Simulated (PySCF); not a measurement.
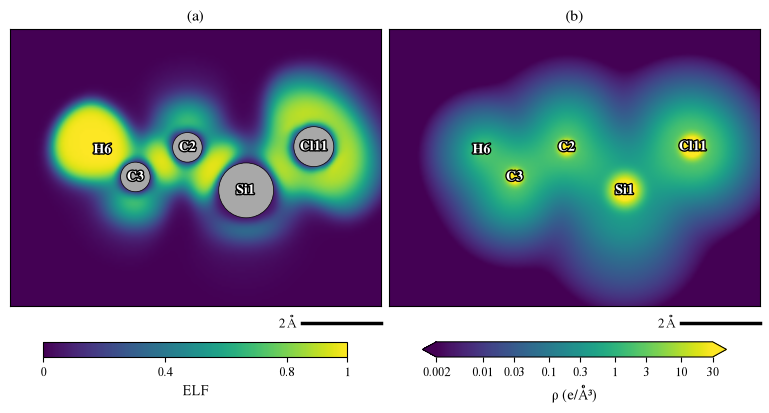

Figure 1: C₂H₅Cl₃Si (SiEtCl3). (a) electron localisation function; (b) electron density on the plane of atoms C2, C3 and H6. Grey discs cover the atomic cores in the ELF map.

Geometry: PBE0-D3(BJ)/def2-SVP.

Method: PBE0/pcSseg-1, SCF density, gas phase, non-relativistic in PySCF.

```yaml
atoms:
  - { symbol: Si, position_ang: [-0.2646, -0.4488, -1.3020] }
  - { symbol: C, position_ang: [-0.2672, -0.4176, 0.5536] }
  - { symbol: C, position_ang: [0.4912, 0.7594, 1.1594] }
  - { symbol: H, position_ang: [0.1604, -1.3815, 0.8803] }
  - { symbol: H, position_ang: [-1.3239, -0.4247, 0.8720] }
  - { symbol: H, position_ang: [0.4573, 0.7273, 2.2586] }
  - { symbol: H, position_ang: [1.5491, 0.7499, 0.8566] }
  - { symbol: H, position_ang: [0.0621, 1.7205, 0.8379] }
  - { symbol: Cl, position_ang: [1.6643, -0.4894, -2.0094] }
  - { symbol: Cl, position_ang: [-1.1801, 1.2242, -2.0677] }
  - { symbol: Cl, position_ang: [-1.2505, -2.1048, -2.0084] }
```

**Interpret the plot.**

The plane passes through Si, C, H and Cl nuclei. C–C (1.53 Å): ρ is about 1.6 e/Å³ halfway; the ELF peaks at about 0.95 between the atoms (localised, covalent bonding). C–Si (1.86 Å): ρ is about 1 e/Å³ halfway; the ELF peaks at about 0.95 between the atoms; localised, covalent bonding. Si–Cl (2.05 Å): ρ at the midpoint is about 0.92 e/Å³; the ELF peaks at about 0.90 between the atoms; a polar covalent bond. C–H (1.10 Å): the density is about 1.9 e/Å³ at the midpoint; the ELF climbs to about 1 towards the hydrogen, as it does in any bond to H (an ordinary covalent bond to hydrogen). The ELF also peaks beside Cl11, away from the bonds: lone-pair regions.
